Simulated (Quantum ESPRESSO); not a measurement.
# NiO: orders under volume

Wanted: the trend of the moments of NiO with volume.

Main program and level: Quantum ESPRESSO 7.5; PBE with U = 6 eV on Ni d (ortho-atomic projectors); plane waves with GBRV 1.5 PBE potentials, no spin-orbit coupling.

**1. The structure**

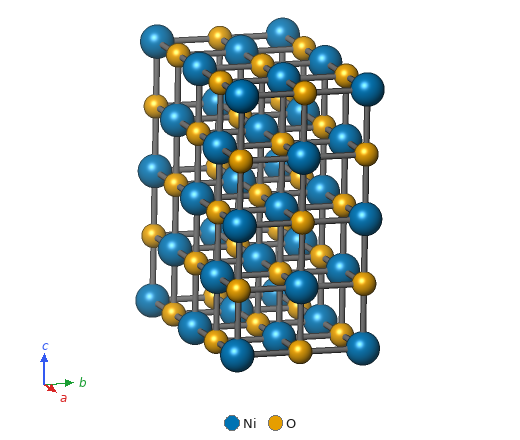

The cell as given, slightly off an axis (nickel blue, oxygen orange). 2×1×2 cells are drawn. This picture shows the conventional cell, with its axes. Some periodic images of atoms are drawn too.

The lattice constants were typed from memory of published values and not checked against a source.

**2. Volume 0.91, ferro +**

All lengths scale alike; the factor is that of the volume. Atoms keep their fractional places. Seeded atoms are those given a starting moment.

pw.in reads:

```
&CONTROL
  calculation = 'scf'
  prefix = 'pwscf'
  outdir = './tmp'
  pseudo_dir = './pseudo'
  disk_io = 'nowf'
  tprnfor = .true.
  tstress = .true.
/
&SYSTEM
  ibrav = 0
  celldm(1) = 8
  nat = 2
  ntyp = 2
  ecutwfc = 40
  ecutrho = 280
  nbnd = 20
  occupations = 'smearing'
  smearing = 'fd'
  degauss = 0.00367493
  nspin = 2
  starting_magnetization(1) = 0.1111
  starting_magnetization(2) = 0
/
&ELECTRONS
  conv_thr = 4d-09
  electron_maxstep = 150
  mixing_beta = 0.3
/
ATOMIC_SPECIES
Ni     58.6934 ni_pbe_v1.4.uspp.F.UPF
O      15.9990 o_pbe_v1.2.uspp.F.UPF
CELL_PARAMETERS alat
   0.0000000000000    0.4780688979469    0.4780688979469
   0.4780688979469    0.0000000000000    0.4780688979469
   0.4780688979469    0.4780688979469    0.0000000000000
ATOMIC_POSITIONS crystal
Ni      0.0000000000    0.0000000000    0.0000000000
O       0.5000000000    0.5000000000    0.5000000000
K_POINTS automatic
10 10 10 0 0 0
HUBBARD {ortho-atomic}
U Ni-3d 6.0000
```

On the command line:

```bash
$ OMP_NUM_THREADS=1 mpirun -n 4 pw.x -nk 4 -in pw.in > pw.out
```

Output:

```text
Program PWSCF v.7.5 starts

     Message from routine setup:
     using ibrav=0 with symmetry is DISCOURAGED, use correct ibrav instead

     K-points division:     npool     =       4
     Subspace diagonalization in iterative solution of the eigenvalue problem:

     bravais-lattice index     =            0
     lattice parameter (alat)  =       8.0000  a.u.
     unit-cell volume          =     111.8849 (a.u.)^3
     number of atoms/cell      =            2
     number of atomic types    =            2
     number of electrons       =        24.00
     number of Kohn-Sham states=           20
     kinetic-energy cutoff     =      40.0000  Ry
     charge density cutoff     =     280.0000  Ry
     scf convergence threshold =      4.0E-09
     mixing beta               =       0.3000
     number of iterations used =            8  plain     mixing
     Exchange-correlation= SLA  PW   PBE  PBE
                           (   1   4   3   4   0   0   0)
     Hubbard projectors: ortho-atomic
     Hubbard parameters of DFT+U (Dudarev formulation) in eV:
     U(Ni-3d) =  6.0000

     Internal variables: lda_plus_u =T, lda_plus_u_kind = 0

     Internal variables: orbital_resolved =F, hub_pot_fix =F, apply_U = F

     celldm(1)=   8.000000  celldm(2)=   0.000000  celldm(3)=   0.000000
     celldm(4)=   0.000000  celldm(5)=   0.000000  celldm(6)=   0.000000

     crystal axes: (cart. coord. in units of alat)
               a(1) = (   0.000000   0.478069   0.478069 )
               a(2) = (   0.478069   0.000000   0.478069 )
               a(3) = (   0.478069   0.478069   0.000000 )

     reciprocal axes: (cart. coord. in units 2 pi/alat)
               b(1) = ( -1.045874  1.045874  1.045874 )
               b(2) = (  1.045874 -1.045874  1.045874 )
               b(3) = (  1.045874  1.045874 -1.045874 )

     PseudoPot. # 1 for Ni read from file:
     ni_pbe_v1.4.uspp.F.UPF
     Pseudo is Ultrasoft + core correction, Zval = 18.0

     PseudoPot. # 2 for O  read from file:
     o_pbe_v1.2.uspp.F.UPF
     Pseudo is Ultrasoft + core correction, Zval =  6.0

     atomic species   valence    mass     pseudopotential
     Ni               18.00    58.69340     Ni( 1.00)
     O                 6.00    15.99900     O ( 1.00)

     Starting magnetic structure
     atomic species   magnetization
     Ni              0.111
     O               0.000

     48 Sym. Ops., with inversion, found

   Cartesian axes

     site n.     atom                  positions (alat units)
         1        Ni     tau(   1) = (   0.0000000   0.0000000   0.0000000  )
         2        O      tau(   2) = (   0.4780689   0.4780689   0.4780689  )

     number of k points=    47  Fermi-Dirac smearing, width (Ry)=  0.0037
                       cart. coord. in units 2pi/alat
        k(    1) = (   0.0000000   0.0000000   0.0000000), wk =   0.0010000
        k(    2) = (   0.1045874   0.1045874  -0.1045874), wk =   0.0080000
        k(    3) = (   0.2091749   0.2091749  -0.2091749), wk =   0.0080000
        k(    4) = (   0.3137623   0.3137623  -0.3137623), wk =   0.0080000
        k(    5) = (   0.4183497   0.4183497  -0.4183497), wk =   0.0080000
        [... 42 further k-points ...]

     Dense  grid:     8801 G-vectors     FFT dimensions: (  30,  30,  30)

     Smooth grid:     3839 G-vectors     FFT dimensions: (  24,  24,  24)

     Check: negative core charge=   -0.000015
     Generating pointlists ...
     new r_m :   0.1972 (alat units)  1.5776 (a.u.) for type    1
     new r_m :   0.1972 (alat units)  1.5776 (a.u.) for type    2

     Initial potential from superposition of free atoms

     starting charge      22.0000, renormalised to      24.0000

     STARTING HUBBARD OCCUPATIONS:

     =================== HUBBARD OCCUPATIONS ===================
     ------------------------ ATOM    1 ------------------------
     Tr[ns(  1)] (up, down, total) =   5.00000  3.00000  8.00000
     Atomic magnetic moment for atom   1 =   2.00000
     [... lines left out ...]
     Number of occupied Hubbard levels =    8.0000

     Atomic wfc used for Hubbard projectors are orthogonalized

     Starting wfcs are   17 randomized atomic wfcs +    3 random wfcs

     Self-consistent Calculation

     iteration #  1     ecut=    40.00 Ry     beta= 0.30
     Davidson diagonalization with overlap
     ethr =  1.00E-02,  avg # of iterations =  5.9

     =================== HUBBARD OCCUPATIONS ===================
     ------------------------ ATOM    1 ------------------------
     Tr[ns(  1)] (up, down, total) =   3.53007  0.94160  4.47167
     Atomic magnetic moment for atom   1 =   2.58847
     [... lines left out ...]
     Number of occupied Hubbard levels =    4.4717

     total energy              =    -368.48276975 Ry
     estimated scf accuracy    <      24.84663550 Ry

     total magnetization       =     2.78 Bohr mag/cell
     absolute magnetization    =     2.83 Bohr mag/cell

     iteration #  2     ecut=    40.00 Ry     beta= 0.30
     Davidson diagonalization with overlap
     ethr =  1.00E-02,  avg # of iterations =  3.2

     total energy              =    -373.94928944 Ry
     estimated scf accuracy    <       8.86146242 Ry

     total magnetization       =     0.26 Bohr mag/cell
     absolute magnetization    =     0.26 Bohr mag/cell

     [... further iterations left out ...]

     iteration # 11     ecut=    40.00 Ry     beta= 0.30
     Davidson diagonalization with overlap
     ethr =  1.01E-10,  avg # of iterations =  2.0

     total energy              =    -375.39694386 Ry
     estimated scf accuracy    <          7.1E-09 Ry

     total magnetization       =     2.00 Bohr mag/cell
     absolute magnetization    =     2.01 Bohr mag/cell

     iteration # 12     ecut=    40.00 Ry     beta= 0.30
     Davidson diagonalization with overlap
     ethr =  2.97E-11,  avg # of iterations =  2.0

     Magnetic moment per site  (integrated on atomic sphere of radius R)
     atom   1 (R=0.197)  charge= 15.5163  magn=  1.7073
     atom   2 (R=0.197)  charge=  5.6690  magn=  0.2263

     End of self-consistent calculation

     =================== HUBBARD OCCUPATIONS ===================
     ------------------------ ATOM    1 ------------------------
     Tr[ns(  1)] (up, down, total) =   4.97233  3.24358  8.21591
     Atomic magnetic moment for atom   1 =   1.72875
     [... lines left out ...]
     Number of occupied Hubbard levels =    8.2159

     [... lines left out ...]
     the Fermi energy is    16.6797 ev

!    total energy              =    -375.39694677 Ry
     estimated scf accuracy    <          5.5E-10 Ry
     smearing contrib. (-TS)   =      -0.00000000 Ry
     internal energy E=F+TS    =    -375.39694677 Ry

     The total energy is F=E-TS. E is the sum of the following terms:
     one-electron contribution =    -204.16613715 Ry
     hartree contribution      =     118.35739180 Ry
     xc contribution           =     -43.09828959 Ry
     ewald contribution        =    -246.55607407 Ry
     Hubbard energy            =       0.06616224 Ry

     total magnetization       =     2.00 Bohr mag/cell
     absolute magnetization    =     2.01 Bohr mag/cell

     convergence has been achieved in  12 iterations

     Forces acting on atoms (cartesian axes, Ry/au):

     atom    1 type  1   force =    -0.00000000    0.00000000    0.00000000
     atom    2 type  2   force =     0.00000000   -0.00000000   -0.00000000

     Total force =     0.000000     Total SCF correction =     0.000000

     Computing stress (Cartesian axis) and pressure

          total   stress  (Ry/bohr**3)                   (kbar)     P=      380.54
   0.00258688  -0.00000000  -0.00000000          380.54       -0.00       -0.00
  -0.00000000   0.00258688  -0.00000000           -0.00      380.54       -0.00
  -0.00000000  -0.00000000   0.00258688           -0.00       -0.00      380.54

=------------------------------------------------------------------------------=
   JOB DONE.
=------------------------------------------------------------------------------=
```

Elapsed: 5.8 s, on 4 MPI ranks of Arm Neoverse V2, shared host; peak memory 0.25 GiB; 23 s of CPU time.

Spin moment in the atom's sphere by atom:

| atom | spin moment in the atom's sphere (μB) |
| --- | --- |
| Ni1 | 1.71 |
| O2 | 0.23 |

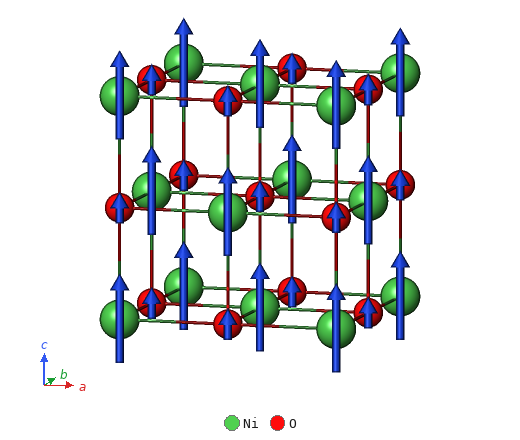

Spin moment in the atom's sphere as arrows, the longest 1.71 μB. Up and down stand for the sign. Arrows give size and sign along the axis of quantisation, drawn up and down the page. Each arrow also spans its atom, so small moments look longer than they are. Some periodic images of atoms are drawn too.

Read from the output:

```
smearing term TS       : 2.04e-10 eV
pressure               : 38.05 GPa
magnetization          : 2 μB
absolute magnetization : 2.014 μB
final state            : ferromagnetic
```

**3. Volume 0.91, antiferro q=(0,0,1/2) +-**

The wavevector q is in fractions of the reciprocal vectors of the crystal's primitive cell, as the cells of these inputs are built from it; moments change sign between cells as cos(2π q·R).

pw.in reads:

```
&CONTROL
  calculation = 'scf'
  prefix = 'pwscf'
  outdir = './tmp'
  pseudo_dir = './pseudo'
  disk_io = 'nowf'
  tprnfor = .true.
  tstress = .true.
/
&SYSTEM
  ibrav = 0
  celldm(1) = 8
  nat = 4
  ntyp = 3
  ecutwfc = 40
  ecutrho = 280
  nbnd = 33
  occupations = 'smearing'
  smearing = 'fd'
  degauss = 0.00367493
  nspin = 2
  starting_magnetization(1) = 0.1111
  starting_magnetization(2) = -0.1111
  starting_magnetization(3) = 0
/
&ELECTRONS
  conv_thr = 8d-09
  electron_maxstep = 150
  mixing_beta = 0.3
/
ATOMIC_SPECIES
Ni1    58.6934 ni_pbe_v1.4.uspp.F.UPF
Ni2    58.6934 ni_pbe_v1.4.uspp.F.UPF
O      15.9990 o_pbe_v1.2.uspp.F.UPF
CELL_PARAMETERS alat
   0.0000000000000    0.4780688979469    0.4780688979469
   0.4780688979469    0.0000000000000    0.4780688979469
   0.9561377958914    0.9561377958914    0.0000000000000
ATOMIC_POSITIONS crystal
Ni1     0.0000000000    0.0000000000    0.0000000000
Ni2     0.0000000000    0.0000000000    0.5000000000
O       0.5000000000    0.5000000000    0.2500000000
O       0.5000000000    0.5000000000    0.7500000000
K_POINTS automatic
10 10 5 0 0 0
HUBBARD {ortho-atomic}
U Ni1-3d 6.0000
U Ni2-3d 6.0000
```

Output:

```text
     [... lines left out ...]
Program PWSCF v.7.5 starts
     [... lines left out ...]
     number of atoms/cell      =            4
     [... lines left out ...]
     number of electrons       =        48.00
     number of Kohn-Sham states=           33
     kinetic-energy cutoff     =      40.0000  Ry
     charge density cutoff     =     280.0000  Ry
     scf convergence threshold =      8.0E-09
     [... lines left out ...]
     12 Sym. Ops., with inversion, found
     [... lines left out ...]
     number of k points=    58  Fermi-Dirac smearing, width (Ry)=  0.0037
     [... lines left out ...]
     iteration # 16     ecut=    40.00 Ry     beta= 0.30
     [... lines left out ...]
     Magnetic moment per site  (integrated on atomic sphere of radius R)
     atom   1 (R=0.197)  charge= 15.5317  magn=  1.6405
     atom   2 (R=0.197)  charge= 15.5317  magn= -1.6405
     atom   3 (R=0.197)  charge=  5.6558  magn= -0.0000
     atom   4 (R=0.197)  charge=  5.6558  magn= -0.0000
     [... lines left out ...]
     Tr[ns(  1)] (up, down, total) =   4.96200  3.29079  8.25279
     [... lines left out ...]
     Tr[ns(  2)] (up, down, total) =   3.29079  4.96200  8.25279
     [... lines left out ...]
     the Fermi energy is    16.7587 ev
!    total energy              =    -750.81426082 Ry
     estimated scf accuracy    <          1.3E-09 Ry
     smearing contrib. (-TS)   =      -0.00000000 Ry
     [... lines left out ...]
     total magnetization       =    -0.00 Bohr mag/cell
     absolute magnetization    =     3.57 Bohr mag/cell
     convergence has been achieved in  16 iterations
     [... lines left out ...]
     Total force =     0.000001     Total SCF correction =     0.000002
     [... lines left out ...]
          total   stress  (Ry/bohr**3)                   (kbar)     P=      337.99
     [... lines left out ...]
```

It took 30 s on 4 MPI ranks; peak memory 0.38 GiB.

Spin moment in the atom's sphere by atom:

| atom | spin moment in the atom's sphere (μB) |
| --- | --- |
| Ni1 | 1.64 |
| Ni2 | -1.64 |
| O3 | 0.00 |
| O4 | 0.00 |

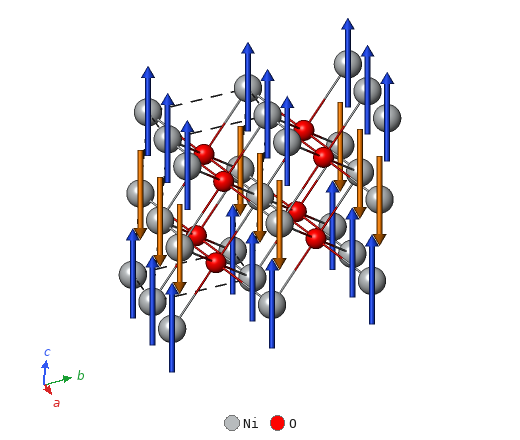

Spin moment in the atom's sphere as arrows, the longest 1.64 μB. Up and down stand for the sign. Arrows give size and sign along the axis of quantisation, drawn up and down the page. The two directions have two colours. Bonds to atoms that aren't drawn are left out. 2×2×1 cells are drawn. Some periodic images of atoms are drawn too.

Numbers from this step:

| Item | Value |
| --- | --- |
| smearing term TS | 7.71e-16 eV |
| pressure | 33.80 GPa |
| magnetization | 0 μB |
| absolute magnetization | 3.568 μB |
| final state | antiferromagnetic |

**4. Volume 0.91, no spin polarisation**

pw.in reads:

```
&CONTROL
  calculation = 'scf'
  prefix = 'pwscf'
  outdir = './tmp'
  pseudo_dir = './pseudo'
  disk_io = 'nowf'
  tprnfor = .true.
  tstress = .true.
/
&SYSTEM
  ibrav = 0
  celldm(1) = 8
  nat = 2
  ntyp = 2
  ecutwfc = 40
  ecutrho = 280
  nbnd = 19
  occupations = 'smearing'
  smearing = 'fd'
  degauss = 0.00367493
/
&ELECTRONS
  conv_thr = 4d-09
  electron_maxstep = 150
  mixing_beta = 0.3
/
ATOMIC_SPECIES
Ni     58.6934 ni_pbe_v1.4.uspp.F.UPF
O      15.9990 o_pbe_v1.2.uspp.F.UPF
CELL_PARAMETERS alat
   0.0000000000000    0.4780688979469    0.4780688979469
   0.4780688979469    0.0000000000000    0.4780688979469
   0.4780688979469    0.4780688979469    0.0000000000000
ATOMIC_POSITIONS crystal
Ni      0.0000000000    0.0000000000    0.0000000000
O       0.5000000000    0.5000000000    0.5000000000
K_POINTS automatic
10 10 10 0 0 0
HUBBARD {ortho-atomic}
U Ni-3d 6.0000
```

Output:

```text
     [... lines left out ...]
Program PWSCF v.7.5 starts
     [... lines left out ...]
     number of atoms/cell      =            2
     [... lines left out ...]
     number of electrons       =        24.00
     number of Kohn-Sham states=           19
     kinetic-energy cutoff     =      40.0000  Ry
     charge density cutoff     =     280.0000  Ry
     scf convergence threshold =      4.0E-09
     [... lines left out ...]
     48 Sym. Ops., with inversion, found
     [... lines left out ...]
     number of k points=    47  Fermi-Dirac smearing, width (Ry)=  0.0037
     [... lines left out ...]
     iteration # 11     ecut=    40.00 Ry     beta= 0.30
     [... lines left out ...]
     Tr[ns(  1)] =   8.54160
     [... lines left out ...]
     the Fermi energy is    15.9462 ev
!    total energy              =    -375.26806888 Ry
     estimated scf accuracy    <          1.2E-09 Ry
     smearing contrib. (-TS)   =      -0.00085084 Ry
     [... lines left out ...]
     convergence has been achieved in  11 iterations
     [... lines left out ...]
     Total force =     0.000000     Total SCF correction =     0.000000
     [... lines left out ...]
          total   stress  (Ry/bohr**3)                   (kbar)     P=      177.43
     [... lines left out ...]
```

Wall time 3.2 s (4 MPI ranks); peak memory 0.23 GiB.

Read from the output:

| Quantity | Value |
| --- | --- |
| smearing term TS | 0.01158 eV |
| pressure | 17.74 GPa |
| final state | non-magnetic (no spin polarisation) |

(Continued in part 2 of 2.)

[Logs and program files are shortened in this print: banners, set-up blocks, solver, clock and traceback lines can be left out without a mark of their own.]

[Logs are printed without paths, hosts, clocks, repeated set-up lines and the standing remarks that a program may print on its own settings, such as how far it seeks lower states.]

[Hosts, paths, dates, database ids (printed as entryN), source tags and the programs' standing remarks are cut or masked in the printed files.]

[Where a cell is said to come from a database of computed structures, the database is the Materials Project.]
